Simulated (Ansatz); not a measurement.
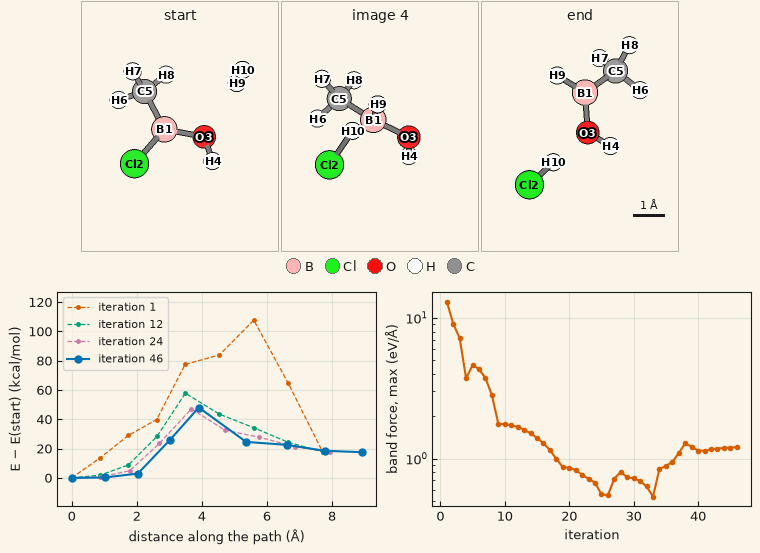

A search for the minimum-energy path of CH₆BClO, made up at the start of CH$_{4}$BClO and H2 by the nudged elastic band. Images are numbered from 0 (start) to 8 (end). The plot follows the band through its iterations. A ball-and-stick model, seen at a tilt.

All numbers below come from RKS PBE0-D4/6-31G* (Ansatz). Settings: 7 movable images; climbing image; force threshold 0.03 eV/Å; iteration limit 46; optimiser FIRE; largest step 0.5 Å; starting path through a guess of the saddle point.

Judge this run.

The result isn't final. The band hadn't converged when the run stopped after 46 iterations. The largest component of the band force went from 13 to 1.2 eV/Å. The barrier read from it is provisional: over the last two iterations the highest image moved from 47.2 kcal/mol to 48.1 kcal/mol. The step length is far from the usual. The first iteration put the highest image at 107.7 kcal/mol. Forward barrier 48.1 kcal/mol, backward barrier 30.5 kcal/mol, with image 4 at the top; the reaction energy is +17.6 kcal/mol.

Limits of the set-up: the start holds two separate molecules, 2.7 Å apart at their closest, whose relative position is a soft coordinate.
